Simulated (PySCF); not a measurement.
# PH3F+ (SMILES F[PH3+]) at M06-2X/STO-3G

Aim: the vertical singlet–triplet gap of PH3F+ at M06-2X/STO-3G, from 2 runs. Input form: a Python script.

Program for the calculation: PySCF 2.14.0.

23 further runs of the same task are left out: 9 that didn't finish, 14 set aside as unsound or not needed.

### Step 1. Starting point

PH3F+ has 5 atoms, charge +1, and is taken as a singlet. SMILES: `F[PH3+]`. The coordinates come from a GFN2-xTB relaxation.

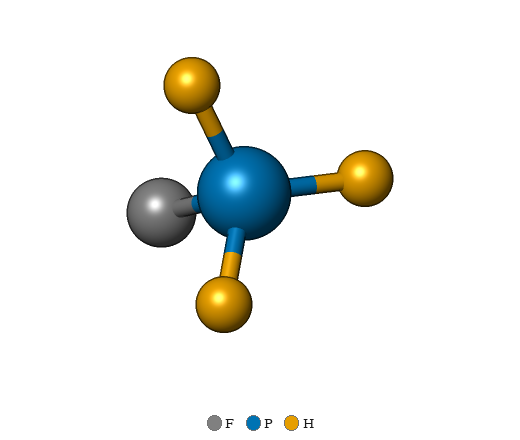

The structure, seen from a chosen angle (fluorine grey, phosphorus blue, hydrogen amber).

### Step 2. The energy at M06-2X/STO-3G

input.py reads:

```python
from pyscf import gto, dft

mol = gto.Mole()
mol.atom = '''
F       -1.365490       0.250400       0.341100
P        0.122590      -0.022380      -0.030680
H        0.038180      -0.428620      -1.349370
H        0.486130      -1.008290       0.868130
H        0.718590       1.208890       0.170830
'''
mol.max_memory = 1860
mol.spin = 0
mol.basis = 'sto-3g'
mol.charge = 1
mol.verbose = 3
mol.build()

myscf = dft.RKS(mol)
myscf.xc = 'm06-2x'
myscf.conv_tol = 1e-10
myscf.grids.level = 5
myscf.kernel()
if not myscf.converged:
    myscf = myscf.newton().run(myscf.mo_coeff, myscf.mo_occ)

e_tot = myscf.e_tot
print('E = %.10f Eh' % e_tot)
```

Launch:

```console
OMP_NUM_THREADS=1 python input.py
```

Log:

```text
converged SCF energy = -437.406865362175
E = -437.4068653622 Eh
```

Run time: 3.3 s. Hardware: 1 thread of Arm Neoverse V1, shared host; peak memory 0.19 GiB.

### Step 3. The triplet

input.py reads:

```python
from pyscf import gto, dft

mol = gto.Mole()
mol.atom = [
    ('F', (-1.365490, 0.250400, 0.341100)),
    ('P', (0.122590, -0.022380, -0.030680)),
    ('H', (0.038180, -0.428620, -1.349370)),
    ('H', (0.486130, -1.008290, 0.868130)),
    ('H', (0.718590, 1.208890, 0.170830)),
]
mol.spin = 2
mol.charge = 1
mol.verbose = 3
mol.basis = 'sto-3g'
mol.max_memory = 1860
mol.build()

myscf = dft.UKS(mol, xc='m06-2x')
myscf.grids.level = 5
myscf.conv_tol = 1e-10
myscf.kernel()
if not myscf.converged:
    myscf = myscf.newton().run(myscf.mo_coeff, myscf.mo_occ)

etot = myscf.e_tot
print('E = %.10f Eh' % etot)
```

Launch:

```console
OMP_NUM_THREADS=1 python input.py
```

Log:

```text
WARN: HOMO 0.131850224058682 >= LUMO -0.4212652615556

WARN: HOMO -0.258983187005275 >= LUMO -0.327807111527689

WARN: HOMO -0.270765200435713 >= LUMO -0.445805042106223

WARN: HOMO -0.272258623705691 >= LUMO -0.417143860607643

WARN: HOMO -0.288537304440427 >= LUMO -0.403862889885009

WARN: HOMO -0.29504219064077 >= LUMO -0.378081088630531

WARN: HOMO -0.293465218432767 >= LUMO -0.381536654694655

WARN: HOMO -0.295324868171505 >= LUMO -0.379138213410827

WARN: HOMO -0.294714935763059 >= LUMO -0.379843698606182

WARN: HOMO -0.294767458855249 >= LUMO -0.379688075157111

WARN: HOMO -0.294791231657646 >= LUMO -0.379661059929122

WARN: HOMO -0.294779834633591 >= LUMO -0.379676011143466

WARN: HOMO -0.294778846184557 >= LUMO -0.379677970510114

WARN: HOMO -0.294779609304627 >= LUMO -0.37967389865541

WARN: HOMO -0.294779681455567 >= LUMO -0.37960189758129

WARN: HOMO -0.29477727303513 >= LUMO -0.379421399577008

WARN: HOMO -0.294781998171331 >= LUMO -0.380018688813903

WARN: HOMO -0.294776304917442 >= LUMO -0.379340673412588

WARN: HOMO -0.294777664958737 >= LUMO -0.379652658265547

WARN: HOMO -0.2947776308981 >= LUMO -0.379753139933979

WARN: HOMO -0.294777392006452 >= LUMO -0.379737484894911

WARN: HOMO -0.294777437378518 >= LUMO -0.379739062458718

converged SCF energy = -437.085761392875  <S^2> = 2.0031594  2S+1 = 3.0021055
E = -437.0857613929 Eh
```

It took 11 s on 1 thread of Arm Neoverse V1, shared host; peak memory 0.21 GiB.

### Step 4. Outcome

Level: M06-2X/STO-3G.

```
                                        quantity          value
                           singlet: total energy  -437.40687 Eh
                            singlet: HOMO energy      -16.61 eV
                            singlet: LUMO energy       -2.19 eV
                          singlet: HOMO–LUMO gap       14.42 eV
                           triplet: total energy  -437.08576 Eh
     triplet: HOMO energy (highest over α and β)       -8.02 eV
                                   triplet: ⟨S²⟩          2.003
vertical energy of the triplet above the singlet       8.738 eV
```

At this shape the triplet lies 8.74 eV (843 kJ/mol) above the singlet. In a minimal basis such a difference can be off by several eV, whatever the method. Mulliken charges (singlet) run from -0.12 on F1 to +0.83 on P2.
